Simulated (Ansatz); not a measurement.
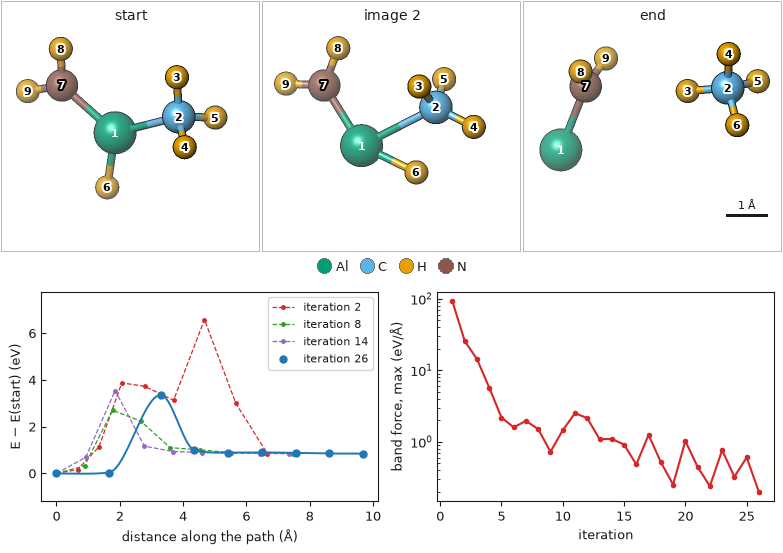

A nudged-elastic-band calculation for CH₆AlN. Images are numbered from 0 (start) to 8 (end). The plot follows the band through its iterations. The picture is a ball-and-stick view, seen at a tilt.

Method: Ansatz 0.2.0, RKS PBE0/def2-SVP. Set-up: 7 movable images; climbing image; force threshold 0.2 eV/Å; iteration limit 60; starting path through a guess of the saddle point.

Did the band converge, and can the barrier be trusted?

The run met only a loose threshold, so the barrier can't be trusted yet. The band converged in 26 iterations. The largest component of the band force went from 93 to 0.2 eV/Å. The climbing image converged on the top of the path. Its curvatures weren't checked. The force threshold is so loose that the height of the top is at best an upper bound. The first iteration put the highest image at 27.80 eV. Forward barrier 3.36 eV, backward barrier 2.51 eV, with image 2 at the top; the reaction energy is +0.85 eV.
